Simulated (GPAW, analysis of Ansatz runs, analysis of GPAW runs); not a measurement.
# Cd vacancy in CdTe: charge-transition level against experiment (GPAW), part 2 of 4

How near does this set-up come to the measured charge-transition level? Subject: Cd vacancy in CdTe. Set-up: LDA, plane waves 500 eV, 32-site cell, LDA lattice, k: the single point 1/4 1/4 1/4 then 2x2x2 shifted, dielectric constants 7.1 and 10.2 (handbook). The model is a cell of 32 host atoms with 1 Cd taken out. The level is the Fermi energy at which two charge states have equal formation energy, after a correction for the images of the charge. A local or semilocal functional is the cheapest first rung.

GPAW 26.7.0; LDA, plane waves 500 eV, 32-site cell, LDA lattice, k: the single point 1/4 1/4 1/4 then 2x2x2 shifted, dielectric constants 7.1 and 10.2 (handbook).

So far: The starting structure; Relaxation, charge −1.

### 2. Relaxation, charge −1 (continued)

Level of this step: GPAW plane-wave PAW DFT, LDA; relaxation of all atoms of a defect supercell (GPAW).

The steps of the relaxation (22 of 24):

| step | energy less that of the first step (eV) |
| --- | --- |
| 0 | 0.0000 |
| 1 | -0.2987 |
| 2 | -1.0515 |
| 3 | -1.0914 |
| 4 | -1.1158 |
| 5 | -1.1528 |
| 7 | -1.2028 |
| 8 | -1.2145 |
| 9 | -1.2331 |
| 10 | -1.2578 |
| 11 | -1.2751 |
| 12 | -1.2823 |
| 13 | -1.2851 |
| 14 | -1.2874 |
| 15 | -1.2909 |
| 16 | -1.2937 |
| 18 | -1.2952 |
| 19 | -1.2955 |
| 20 | -1.2960 |
| 21 | -1.2964 |
| 22 | -1.2965 |
| 23 | -1.2966 |

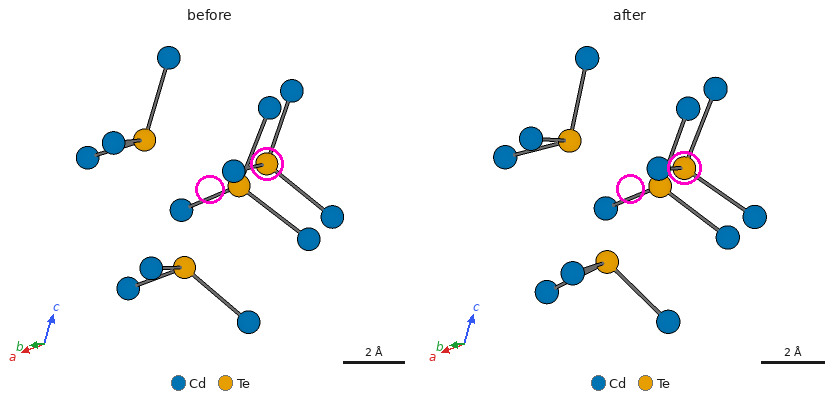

Before and after: the atoms that start within 5 Å of the centre. Te18, which moves most, is ringed if it is among them. A ring with no atom in it marks the empty centre.

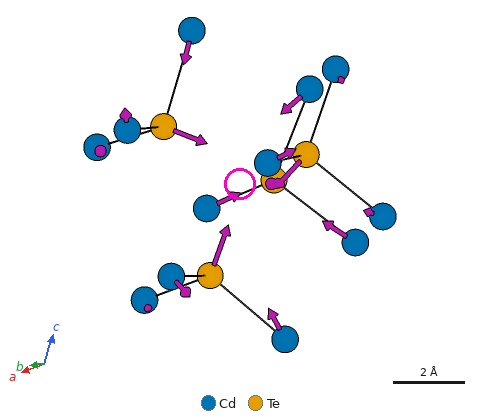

Displacements in the relaxation near the centre, exaggerated; the longest in the cell stands for 0.27 Å. A ring marks the centre wherever it is empty.

The atoms that moved most (Å):

| atom | dx | dy | dz | length |
| --- | --- | --- | --- | --- |
| Te18 | -0.213 | 0.155 | -0.071 | 0.273 |
| Te22 | 0.225 | -0.134 | -0.061 | 0.269 |
| Te21 | 0.134 | 0.074 | 0.185 | 0.240 |
| Te27 | -0.109 | -0.181 | 0.077 | 0.225 |
| Cd1 | 0.045 | 0.098 | -0.155 | 0.189 |
| Cd7 | -0.164 | -0.084 | -0.025 | 0.186 |
| Cd6 | -0.102 | 0.138 | -0.012 | 0.172 |
| Cd9 | 0.053 | -0.150 | 0.025 | 0.161 |

The relaxed structure:

```xyz
31
Lattice="-6.3903 6.3903 -6.3903 6.3903 6.3903 6.3903 6.3903 -6.3903 -6.3903" Properties=species:S:1:pos:R:3 pbc="T T T"
Cd    0.0682    0.0827   -0.0587
Cd    6.4509   -3.0911   -3.2354
Cd    6.3316    0.0757    0.0939
Cd    6.3463    3.1407    3.1481
Cd    3.1980   -3.1855   -6.3877
Cd    3.1318    0.0793   -3.1361
Cd    3.1236    6.3381    3.1514
Cd   -0.0694   -0.0498   -6.4590
Cd    0.0621    3.1374   -3.1339
Cd    0.0767    6.3342    0.0816
Cd    6.3467    3.2978   -3.1266
Cd   -3.1960    3.2003   -6.3853
Cd   -3.1056    6.4758   -3.2432
Cd    3.2028    3.1936   -6.3846
Cd    3.2863    6.3343   -3.1403
Te    4.8171   -4.7761   -4.7753
Te    4.7961   -1.5620   -1.5868
Te    4.6489    1.7758    1.4586
Te    4.8087    4.8129    4.7948
Te    1.5908   -1.5720   -4.7851
Te    1.7503    1.7623   -1.4508
Te    1.7580    4.6453    1.4618
Te    7.9755    1.6007   -1.5948
Te   -1.5919    1.5927   -4.7750
Te   -1.5757    4.8126   -1.5963
Te    4.8206    1.6045   -4.7704
Te    4.6380    4.6451   -1.4385
Te   -4.7831    4.8285   -4.7787
Te    1.5873    1.6002   -7.9951
Te    1.5980    4.8072   -4.7779
Te    1.6030    7.9747   -1.6049
```

The atoms nearest to the centre after the run:

| atom | distance (Å) |
| --- | --- |
| Te21 | 2.499 |
| Te27 | 2.501 |
| Te18 | 2.501 |
| Te22 | 2.511 |
| Cd1 | 4.412 |
| Cd6 | 4.421 |
| Cd3 | 4.425 |
| Cd13 | 4.425 |
| Cd10 | 4.426 |
| Cd9 | 4.432 |
| Cd8 | 4.435 |
| Cd11 | 4.440 |
| Cd15 | 4.441 |
| Cd2 | 4.449 |
| Cd7 | 4.451 |
| Cd4 | 4.455 |

This step gave:

| Property | Result |
| --- | --- |
| total moment | 1.0000 μB |

First to last step the energy falls by 1.297 eV; the largest move, 0.27 Å, is that of Te18 and 1 other atom alike. Judged within 0.08 Å, the space group went from P1 to I-43m.

### 3. Single point, charge −1

The relaxed structure is kept, and the final numbers are taken at the final level and k-points.

This step: GPAW plane-wave PAW DFT, LDA; single point of a defect supercell.

The input, run.py:

```python
import numpy as np
from ase.io import read, write
from ase.parallel import parprint, world
from gpaw import GPAW, PW

atoms = read('POSCAR')
magmoms = np.zeros(len(atoms))
magmoms[[20, 21, 17, 26]] = 1 / 4
atoms.set_initial_magnetic_moments(magmoms)
calc = GPAW(mode=PW(500),
            xc='LDA',
            kpts={'size': (2, 2, 2), 'gamma': False},
            charge=-1,
            occupations={'name': 'fermi-dirac', 'width': 0.01, 'fixmagmom': True},
            nbands=147,
            convergence={'density': 1e-05, 'bands': 144},
            maxiter=150,
            symmetry={'point_group': False},
            txt='gpaw.txt')
atoms.calc = calc
energy = atoms.get_potential_energy()
forces = atoms.get_forces()
parprint(f'Energy: {energy:.6f} eV, largest force {np.linalg.norm(forces, axis=1).max():.4f} eV/A')
calc.write('gs.gpw')
write('final.xyz', atoms)
parprint('Moments:', atoms.get_magnetic_moments().round(3))
for s in range(calc.get_number_of_spins()):
    parprint('Levels (eV), spin', s, calc.get_eigenvalues(kpt=0, spin=s)[-16:].round(3))
field = calc.get_electrostatic_potential()
if world.rank == 0:
    np.save('potential.npy', field)
field = calc.get_pseudo_density()
if world.rank == 0:
    np.save('density.npy', field)
field = calc.get_pseudo_density(spin=0) - calc.get_pseudo_density(spin=1)
if world.rank == 0:
    np.save('spin.npy', field)
```

The input, POSCAR:

```
Cd Te
 1.0000000000000000
    -6.3903124363873216    6.3903124363873198   -6.3903124363873252
     6.3903124363873172    6.3903124363873198    6.3903124363873252
     6.3903124363873225   -6.3903124363873207   -6.3903124363873243
 Cd  Te 
  15  16
Direct
  0.0110679181501781  0.0118078076386916  0.0099323977711304
  0.0112880951781411  0.2628789025141464  0.7578864121607800
 -0.0014240140979936  0.5013301073916107  0.4880617162379640
[... 2 atom lines left out ...]
  0.2515814298602404  0.2512509162866046  0.4904204804063900
[... 1 atom line left out ...]
  0.5014773709267454 -0.0093255988018155  0.4999469324548620
  0.4906849494784149  0.2503423292561899  0.2500671165780137
  0.4892230319128819  0.5016092971836217 -0.0003875326949427
  0.5026608482723813  0.7546132811193461  0.7412175902431744
[... 1 atom line left out ...]
  0.7604468159223916  0.2636943532533511  0.0107659853387221
[... 4 atom lines left out ...]
  0.0248163453005836  0.5026894892820071  0.2496223182949417
[... 2 atom lines left out ...]
  0.2514008580945425  0.2748354634429882  0.2504644766484763
  0.2490880204755491  0.5010128592100577  0.0231734365845372
[... 4 atom lines left out ...]
  0.4760045796320487  0.7263434951271406  0.4754484831914795
[... 3 atom lines left out ...]
  0.7495435712542186  0.7493958319989951  0.2510032061760652
```

Started as:

```
OMP_NUM_THREADS=1 mpirun -n 4 gpaw python run.py > stdout
```

Log:

```text
__  _  _
 | _ |_)|_||  |
 |__||  | ||/\| - 26.7.0

Input parameters:
  mode=PW(ecut=500.0),
  charge=-1,
  convergence={'density': 1e-05, 'bands': 144},
  kpts=MonkhorstPack(size=(2, 2, 2), gamma=False),
  maxiter=150,
  nbands=147,
  occupations=Occupations(name='fermi-dirac', width=0.01, fixmagmom=True),
  symmetry=Symmetry(point_group=False),
  xc=XC(name='LDA')

Diagonalizing LCAO Hamiltonian
Converting LCAO to pw mode

                                    Te
                                 Cd

                                       Cd
                             Te
                          Cd
                              Te  Te
                                    Te
                     TCd             Cd
                  Cd       Te    Cd       Te
                                       Cd
                        Cd      Te
             Te             TCd
                   Te             Te
                                    Cd
                Cd       Te    Cd

                     Cd   Te   Te
                            Cd

Atoms  # Å, Bohr magnetons
|    | symbol |         x |         y |         z |    initial magnetic moments |
|----|--------|-----------|-----------|-----------|-----------------------------|
|  0 |     Cd |  0.068199 |  0.082712 | -0.058743 | ( 0.0000,  0.0000,  0.0000) |
|  1 |     Cd |  6.450875 | -3.091118 | -3.235387 | ( 0.0000,  0.0000,  0.0000) |
|  2 |     Cd |  6.331623 |  0.075689 |  0.093889 | ( 0.0000,  0.0000,  0.0000) |
|  3 |     Cd |  6.346268 |  3.140722 |  3.148075 | ( 0.0000,  0.0000,  0.0000) |
|  4 |     Cd |  3.198021 | -3.185519 | -6.387738 | ( 0.0000,  0.0000,  0.0000) |
|  5 |     Cd |  3.131828 |  0.079316 | -3.136052 | ( 0.0000,  0.0000,  0.0000) |
|  6 |     Cd |  3.123624 |  6.338105 |  3.151421 | ( 0.0000,  0.0000,  0.0000) |
|  7 |     Cd | -0.069373 | -0.049814 | -6.459008 | ( 0.0000,  0.0000,  0.0000) |
|  8 |     Cd |  0.062143 |  3.137389 | -3.133871 | ( 0.0000,  0.0000,  0.0000) |
|  9 |     Cd |  0.076676 |  6.334205 |  0.081629 | ( 0.0000,  0.0000,  0.0000) |
| 10 |     Cd |  6.346667 |  3.297763 | -3.126557 | ( 0.0000,  0.0000,  0.0000) |
| 11 |     Cd | -3.196032 |  3.200317 | -6.385334 | ( 0.0000,  0.0000,  0.0000) |
| 12 |     Cd | -3.105605 |  6.475784 | -3.243201 | ( 0.0000,  0.0000,  0.0000) |
| 13 |     Cd |  3.202837 |  3.193564 | -6.384636 | ( 0.0000,  0.0000,  0.0000) |
| 14 |     Cd |  3.286293 |  6.334272 | -3.140253 | ( 0.0000,  0.0000,  0.0000) |
| 15 |     Te |  4.817096 | -4.776077 | -4.775285 | ( 0.0000,  0.0000,  0.0000) |
| 16 |     Te |  4.796074 | -1.562006 | -1.586766 | ( 0.0000,  0.0000,  0.0000) |
| 17 |     Te |  4.648923 |  1.775762 |  1.458594 | ( 0.0000,  0.0000,  0.2500) |
| 18 |     Te |  4.808747 |  4.812866 |  4.794751 | ( 0.0000,  0.0000,  0.0000) |
| 19 |     Te |  1.590835 | -1.571997 | -4.785084 | ( 0.0000,  0.0000,  0.0000) |
| 20 |     Te |  1.750301 |  1.762268 | -1.450792 | ( 0.0000,  0.0000,  0.2500) |
| 21 |     Te |  1.757964 |  4.645293 |  1.461793 | ( 0.0000,  0.0000,  0.2500) |
| 22 |     Te |  7.975450 |  1.600653 | -1.594829 | ( 0.0000,  0.0000,  0.0000) |
| 23 |     Te | -1.591870 |  1.592733 | -4.775015 | ( 0.0000,  0.0000,  0.0000) |
| 24 |     Te | -1.575742 |  4.812637 | -1.596317 | ( 0.0000,  0.0000,  0.0000) |
| 25 |     Te |  4.820629 |  1.604519 | -4.770425 | ( 0.0000,  0.0000,  0.0000) |
| 26 |     Te |  4.638008 |  4.645115 | -1.438520 | ( 0.0000,  0.0000,  0.2500) |
| 27 |     Te | -4.783145 |  4.828474 | -4.778743 | ( 0.0000,  0.0000,  0.0000) |
| 28 |     Te |  1.587330 |  1.600228 | -7.995119 | ( 0.0000,  0.0000,  0.0000) |
| 29 |     Te |  1.597966 |  4.807190 | -4.777853 | ( 0.0000,  0.0000,  0.0000) |
| 30 |     Te |  1.603045 |  7.974702 | -1.604933 | ( 0.0000,  0.0000,  0.0000) |

Unit cell  # Å
| periodic |         x |         y |         z |   lengths |     angles |
|----------|-----------|-----------|-----------|-----------|------------|
|      yes | -6.390312 |  6.390312 | -6.390312 | 11.068346 | 109.471221 |
|      yes |  6.390312 |  6.390312 |  6.390312 | 11.068346 | 109.471221 |
|      yes |  6.390312 | -6.390312 | -6.390312 | 11.068346 | 109.471221 |

Number of symmetries: 1
Symmetry operations  # r_c * U_cc + t_c -> r_c
|   | kind |            matrix            |
|---|------|------------------------------|
| 0 |  E   |  1, 0, 0,  0, 1, 0,  0, 0, 1 |

BZ-sampling:
  Number of BZ points: 8
  Number of IBZ points: 4

  Monkhorst-Pack size: [2, 2, 2]
  Monkhorst-Pack shift: [0, 0, 0]

K-points  # in reciprocal-cell coordinates
|   |                                coordinates |     weight |
|---|--------------------------------------------|------------|
| 0 | (  0.25000000,  -0.25000000,  -0.25000000) | 0.25000000 |
| 1 | (  0.25000000,  -0.25000000,   0.25000000) | 0.25000000 |
| 2 | (  0.25000000,   0.25000000,  -0.25000000) | 0.25000000 |
| 3 | (  0.25000000,   0.25000000,   0.25000000) | 0.25000000 |

Plane wave coefficients: 26548
Cutoff: 500.0 eV

Spin-components: 2 (collinear spins)
Bands:           147
Projectors:      170
Spin-degeneracy: 1
Datatype:        complex128

Density:
  Valence electrons: 276.0
  Components: 2
  Grid points: [60 60 60]
  Charge: -1.0  # |e|

Potential:
[...]
rc: 0.36  # [Å]
      lmax: 2
    cutoffs:
      filter: 2.09  # [Å]
      core: 3.17  # [Å]
    projectors
    | kind |    occ | energy [eV] | rcut [Å] |
    |------|--------|-------------|----------|
    |   5s |  2.000 |     -15.337 |    1.180 |
    |   5p |  4.000 |      -6.113 |    1.196 |
    |    s |        |      11.875 |    1.180 |
    |    p |        |      21.098 |    1.196 |
    |    d |        |       0.000 |    1.238 |

    Using partial waves for Te as LCAO basis

Reference energy: -5234739.438070  # eV

eigensolver:
  PPCG
  Converge bands: 144
  niter=2

density mixing:
  MSR1-Mixer
  Pratt-step length: 0.05
  Maximum mixing coefficient: 0.75
  Old densities: 10
  SVD Regularization: 0.005
  Good broyden scale: 1.0
  Trust region scale: 1.0
  Backstep threshold: 4.0
  History deletion threshold: 6.0
  Fourier metric: weight=20.0, sigma=0.015

occupation numbers:
  Fixed magnetic moment: 1.000
  Fermi-Dirac:
    width: 0.0100  # eV

poisson solver:
  ecut: 4000.0  # eV
  uniform background charge: -1.0  # electrons

xc functional:
  name: None

Initialization done in: 12.640 s

convergence criteria:
- Maximum integral of absolute [dens]ity change: 1e-05 electrons / valence electron
- Maximum [total energy] change in last 3 cyles: 0.0005 eV / valence electron
- Maximum integral of absolute [eigenst]ate change: 4e-08 eV^2 / valence electron
maximum number of iterations: 150

SCF iterations
|iter     | |      energy | eigst |  dens |  magmom |
|---------|-|-------------|-------|-------|---------|
|iter:   1| |  -96.865369 | -0.22 |       |  +0.9982|
|iter:   2| |  -96.210746 | -1.60 | -1.25 |  +0.9983|
|iter:   3| |  -94.023992 | -1.13 | -1.30 |  +0.9993|
|iter:   4| |  -93.735893 | -1.63 | -1.57 |  +0.9996|
|iter:   5| |  -93.627245 | -2.16 | -1.88 |  +0.9998|
|iter:   6| |  -93.606081c| -2.92 | -2.19 |  +1.0000|
|iter:   7| |  -93.605984c| -3.46 | -2.77 |  +1.0000|
|iter:   8| |  -93.604976c| -3.70 | -2.91 |  +1.0000|
|iter:   9| |  -93.604944c| -3.96 | -3.44 |  +1.0000|
|iter:  10| |  -93.604936c| -4.04 | -3.78 |  +1.0000|
|iter:  11| |  -93.604928c| -4.10 | -4.01 |  +1.0000|
|iter:  12| |  -93.604932c| -4.14 | -4.45 |  +1.0000|
|iter:  13| |  -93.604935c| -4.14 | -4.87 |  +1.0000|
|iter:  14| |  -93.604935c| -4.09 | -5.24c|  +1.0000|
|iter:  15| |  -93.604935c| -4.13 | -5.50c|  +1.0000|
|iter:  16| |  -93.604934c| -3.95 | -5.67c|  +1.0000|
|iter:  17| |  -93.604934c| -3.78 | -5.95c|  +1.0000|
|iter:  18| |  -93.604935c| -3.11 | -6.47c|  +1.0000|
|iter:  19| |  -93.604935c| -3.02 | -6.78c|  +1.0000|
|iter:  20| |  -93.604935c| -3.26 | -6.97c|  +1.0000|
|iter:  21| |  -93.604935c| -3.60 | -7.25c|  +1.0000|
|iter:  22| |  -93.604935c| -3.98 | -7.45c|  +1.0000|
|iter:  23| |  -93.604935c| -4.34 | -7.78c|  +1.0000|
[...]
|iter:  27| |  -93.604935c| -5.85 | -9.07c|  +1.0000|
|iter:  28| |  -93.604935c| -6.16 | -9.22c|  +1.0000|
|iter:  29| |  -93.604935c| -6.48 | -9.59c|  +1.0000|
|iter:  30| |  -93.604935c| -6.75 | -9.73c|  +1.0000|
|iter:  31| |  -93.604935c| -6.98 | -9.97c|  +1.0000|
|iter:  32| |  -93.604935c| -7.24 |-10.18c|  +1.0000|
|iter:  33| |  -93.604935c| -7.50c|-10.23c|  +1.0000|

Converged in 33 steps
SCF loop duration: 792.357 s (24.011 s/step)
Energy contributions relative to reference atoms: (reference = -5234739.438070)

Energy contributions:
  Kinetic:         281.898733
  Coulomb:        -248.036043
  Zero:              3.383063
  External:          0.000000
  Xc:             -130.845677
  Entropy:          -0.010021
  Spinorbit:         0.000000
  ----------------------------
  Free energy:     -93.609945
  Extrapolated:    -93.604935

dipole moment: (-153.159770, -150.740985, -60.250156)  # |e|*Ang

Total magnetic moment: (0.000000, 0.000000, 1.000000)

Local magnetic moments
|        x |        y |        z |
|----------|----------|----------|
| 0.000000 | 0.000000 | 0.004825 |  # Cd   0
| 0.000000 | 0.000000 | 0.004609 |  # Cd   1
| 0.000000 | 0.000000 | 0.004738 |  # Cd   2
| 0.000000 | 0.000000 | 0.004759 |  # Cd   3
| 0.000000 | 0.000000 | 0.002339 |  # Cd   4
| 0.000000 | 0.000000 | 0.004803 |  # Cd   5
| 0.000000 | 0.000000 | 0.004777 |  # Cd   6
| 0.000000 | 0.000000 | 0.004809 |  # Cd   7
| 0.000000 | 0.000000 | 0.004760 |  # Cd   8
| 0.000000 | 0.000000 | 0.004739 |  # Cd   9
[...]
Fermi levels: 4.443, 3.364
Eigenvalues  # (at kpt = [0.250, -0.250, -0.250])
| band index |      eig [eV] | occ [0-1] |      eig [eV] | occ [0-1] |
|------------|---------------|-----------|---------------|-----------|
|          0 |        -7.727 |     1.000 |        -7.706 |     1.000 |
|        ... |               |           |               |           |
|        131 |         2.776 |     1.000 |         2.800 |     1.000 |
|        132 |         2.781 |     1.000 |         2.805 |     1.000 |
|        133 |         2.865 |     1.000 |         2.890 |     1.000 |
|        134 |         2.919 |     1.000 |         2.955 |     1.000 |
|        135 |         2.927 |     1.000 |         2.963 |     1.000 |
|        136 |         2.975 |     1.000 |         3.036 |     1.000 |
|        137 |         3.300 |     1.000 |         3.347 |     0.838 |
|        138 |         3.304 |     1.000 |         3.353 |     0.740 |
|        139 |         5.638 |     0.000 |         5.659 |     0.000 |
|        140 |         6.032 |     0.000 |         6.049 |     0.000 |
|        141 |         6.038 |     0.000 |         6.054 |     0.000 |
|        142 |         6.042 |     0.000 |         6.058 |     0.000 |
|        143 |         6.099 |     0.000 |         6.110 |     0.000 |
|        144 |         6.130 |     0.000 |         6.142 |     0.000 |
|        145 |         6.527 |     0.000 |         6.533 |     0.000 |
|        146 |         6.640 |     0.000 |         6.653 |     0.000 |

Gap: 2.115 eV
Transition (v -> c):
  (s=1, k=3, n=138, [0.25, 0.25, 0.25]) -> (s=0, k=3, n=139, [0.25, 0.25, 0.25])
No difference between direct/indirect transitions

Forces  # eV/Ang
|        x |        y |        z |
|----------|----------|----------|
[...]
| -0.00028 | -0.01495 |  0.00718 |  # Te  26
| -0.02000 | -0.00025 |  0.01780 |  # Te  27
| -0.01186 | -0.00977 |  0.00414 |  # Te  28
| -0.00773 |  0.01960 |  0.00620 |  # Te  29
| -0.02027 |  0.00905 | -0.00789 |  # Te  30

# Writing to gs.gpw (mode='')
```

Elapsed: 14 min, on 4 MPI ranks of Arm Neoverse V2, shared host; peak memory 3.8 GiB.

Read from the output:

```
total moment : 1.000 μB
```

(Continued in part 3 of 4.)

[Logs are printed without paths, hosts, clocks, repeated set-up lines and the standing remarks that a program may print on its own settings, such as how far it seeks lower states.]

[Hosts, paths, dates, database ids (printed as entryN), source tags and the programs' standing remarks are cut or masked in the printed files.]

[For some hosts the program warned that the k-mesh of the response run may be too coarse for force constants and the static dielectric constant; such warnings are not shown here.]
